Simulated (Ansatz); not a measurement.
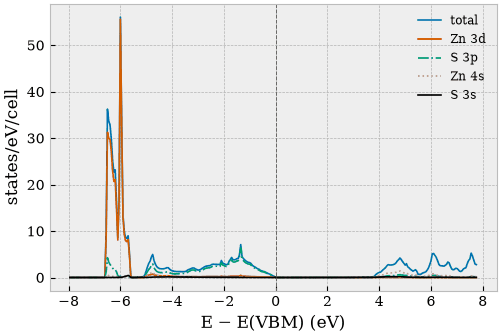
Total and projected density of states of ZnS (wurtzite, P6_3mc), r²SCAN in the plane-wave PAW code Ansatz

Q: Which orbitals carry the states next to the gap?

A: Top 1 eV of the valence band: S 3p 90 %, Zn 3d 7 %. Bottom 1 eV of the conduction band: Zn 4s 57 %, S 3s 27 %, S 3p 12 %. Projections are on Löwdin-orthogonalised atomic valence shells; empty p or d shells of many metals are not among them.

Q: Where is the tallest occupied peak in this window, and what makes it?

A: Near -6.0 eV, about 56 states/eV per cell; the largest projected share is Zn 3d.

Symmetry was held in the r²SCAN relaxation.

Potentials: the earlier of the program's two PAW sets. The files were generated under PBE; for other functionals the program regenerates the frozen cores, and for LDA and PBEsol the local potential too.
